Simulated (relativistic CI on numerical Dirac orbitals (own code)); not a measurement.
**Ni²⁺: relativistic CI calculation**

- system: Ni²⁺.
- method: Dirac-Coulomb-Breit CI, KLI orbitals optimised for each configuration, model QED (radiative potential, 1s self-energy scaled to tabulated hydrogen-like ionisation energies), one configuration in a parametric crystal field (relativistic CI on numerical Dirac orbitals, in-house)

**The input**
```
atom Ni  Z=28  charge=2  electrons=26
nucleus A=58  rms_radius_fm=3.7757
hamiltonian dirac-coulomb  breit=on  qed=on  c_scale=1
orbitals kli  potential=per-configuration
slater_scale 1
correlation none
mixing on
configurations
  [Ar] 3d8
end
crystal_field D4h 10Dq=8850 Ds=-1090 Dt=890
```

Hardware: 1 CPU thread, shared host.

The program writes its results to a structured record and prints no log; tables and figures of this report are taken from that record.

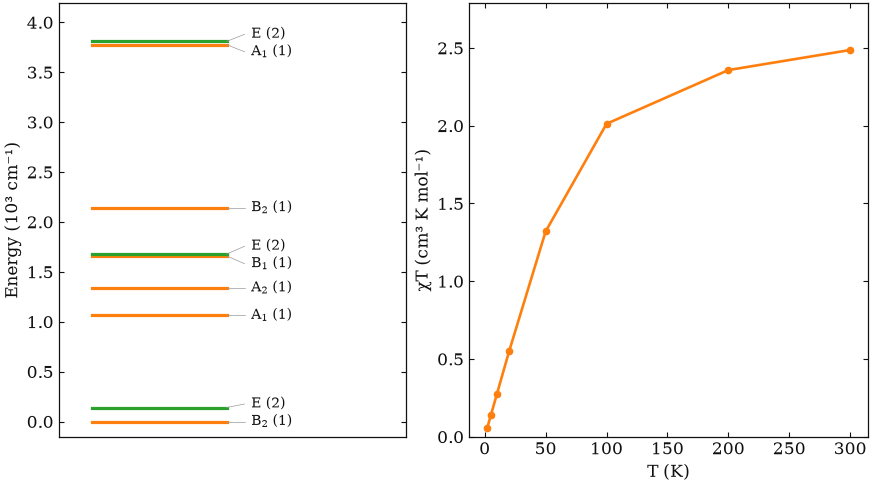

Fig. 1: Ni²⁺ (3d⁸) in a field of D4h symmetry with 10Dq = 8,850, Ds = −1,090, Dt = 890 cm⁻¹. Labels give the double-group representation and, in brackets, the degeneracy; the lowest 9 of 35 levels are drawn. One open-shell configuration in a parametric field without covalency; powder susceptibility by Van Vleck's formula. The ground level is B₂, a singlet, with total spin S = 1.00 (from expectation values). The next level lies at 140 cm⁻¹ (E). The field lowers the ground state by 3,910 cm⁻¹ against the free ion. χT is 0.0549 cm³ K mol⁻¹ at 2 K, 1.32 at 50 K and 2.49 at 300 K, an effective moment of 4.46 μB at room temperature.

**Results in brief**

- outcome: converged
- levels computed: 35

**Remarks**

Limits: the configuration is the one typed, which at low charge need not be the free ion's ground configuration.
